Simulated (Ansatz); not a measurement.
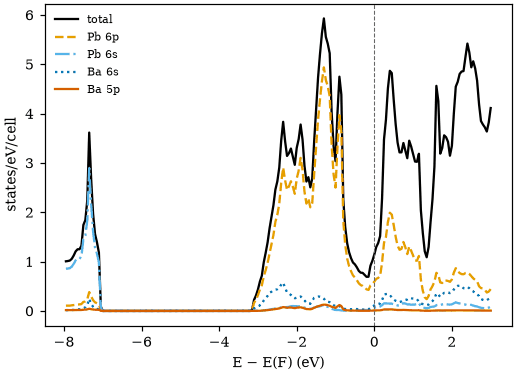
*Total and projected density of states of BaPb in space group Cmcm (No. 63; Ba on 4c, Pb on 4c), r²SCAN (plane waves, PAW; program Ansatz)*

Task: Which orbitals carry the states next to the Fermi level?

Result: Within 0.5 eV of the Fermi level: Pb 6p 46 %, Ba 6s 7 %, outside the projected shells 42 %. Projections are on Löwdin-orthogonalised atomic valence shells; empty p or d shells of many metals are not among them.

Task: Where is the tallest occupied peak in this window, and what makes it?

Result: Near -1.3 eV, about 5.9 states/eV per cell; the largest projected share is Pb 6p.

The workflow started from a Materials Project entry (that database holds measured and hypothetical structures alike); the Crystallography Open Database copy checked does not list it. Its standing as an ambient phase is unchecked. The cell was relaxed with r²SCAN under the symmetry of its start; its stability against distortions is not shown here. Spin–orbit coupling is left out wherever it is not named.

Potentials: the later of the program's two PAW sets.
